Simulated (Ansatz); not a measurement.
## Electronic structure of CH₄BFOZn in real space

Input

```
crystal:
  periodic: [false, false, false]
  atoms:
    - { symbol: C, position_ang: [-0.3712, -1.0557, 0.0548] }
    - { symbol: B, position_ang: [0.722, -0.1378, 0.7041] }
    - { symbol: O, position_ang: [1.7737, 0.4056, -0.1295] }
    - { symbol: Zn, position_ang: [0.3382, 2.3844, -0.3806] }
    - { symbol: F, position_ang: [-1.08, 1.8713, -1.8383] }
    - { symbol: H, position_ang: [-1.4013, -0.505, 0.2079] }
    - { symbol: H, position_ang: [-0.2117, -1.1071, -1.0435] }
    - { symbol: H, position_ang: [-0.3894, -2.0015, 0.4999] }
    - { symbol: H, position_ang: [2.59207, 0.91525, -0.35448] }
basis:
  gaussian: { orbitals: def2-SVP }
hamiltonian:
  xc: pbe0
relax:
  f_tol: 0.02
  max_steps: 50
output:
  orbitals: {}
```

Command:

```sh
ansatz run input.yaml --threads 2 --pin off --max-ram 3072MiB --backend cpu --events-out ev --progress --plain --runs-dir out
```

The fields are those of the run's last geometry, not of the input's.

Method: RKS PBE0/def2-SVP (Ansatz).

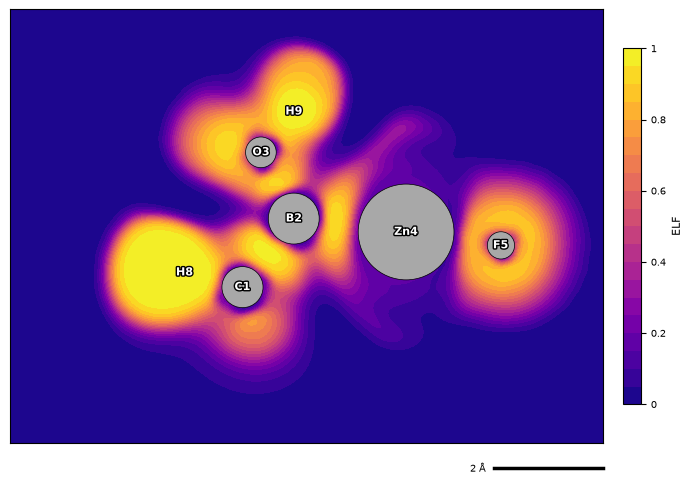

Figure 1. ELF on the plane of atoms C1, B2 and Zn4. Grey discs cover the atomic cores.

Question: Interpret the plot.

Answer: The section cuts through C, B, O, Zn, F and H sites.
B–O (1.36 Å): the ELF peaks at about 0.90 between the atoms (a polar covalent bond).
C–B (1.57 Å): the ELF peaks at about 1 between the atoms: a shared electron pair.
Zn–F (1.76 Å): the ELF peaks at about 0.80 in the valence shell of F, 0.5 Å from its nucleus, and is about 0.10 at the midpoint.
Zn–B (2.08 Å): the ELF peaks at about 0.95 in the valence shell of B, 0.8 Å from its nucleus, and is about 0.60 at the midpoint.
O–H (0.96 Å): the ELF climbs to about 1 towards the hydrogen, as it does in any bond to H; a covalent bond by its length.
The ELF also peaks beside F5 and O3, away from the bonds: lone-pair regions.

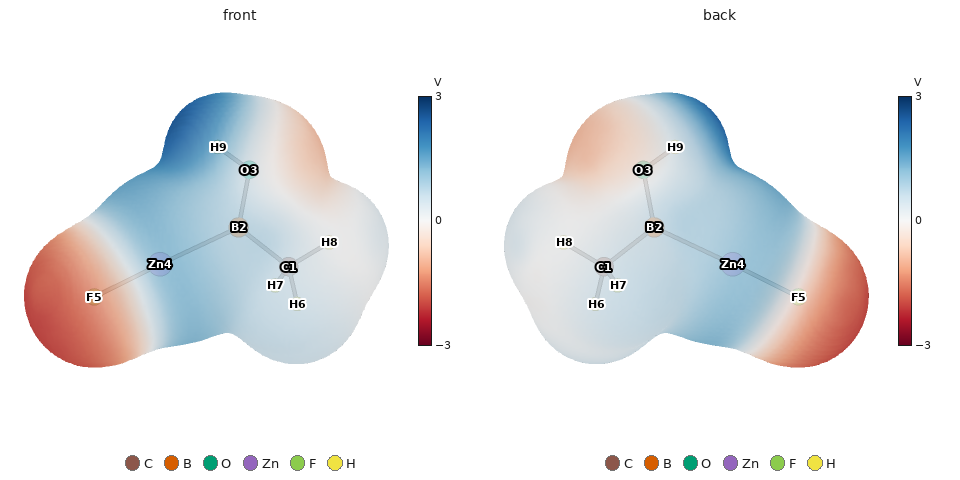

Figure 2. The electrostatic potential painted on the density surface at 0.001 e/bohr³, seen from the front and from behind; red is negative and blue positive.

Question: Where is the surface potential most negative and most positive?

Answer: The most negative region (about −2.0 V) lies over F5, the most positive (about +2.5 V) over H9.

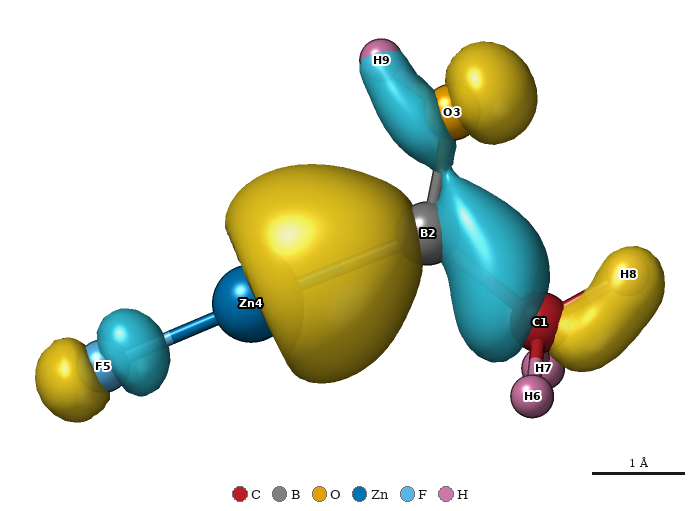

Figure 3. The HOMO at ±0.15 Å⁻³ᐟ² (yellow and cyan are the two phases), seen across its widest extent.

Question: Where does this orbital lie, and at what energy?

Answer: By Hirshfeld shares it lies mainly on Zn4 (about 30 %), B2 (about 30 %), C1 (about 15 %), O3 (about 10 %) and F5 (about 5 %). Its energy is −7.29 eV.
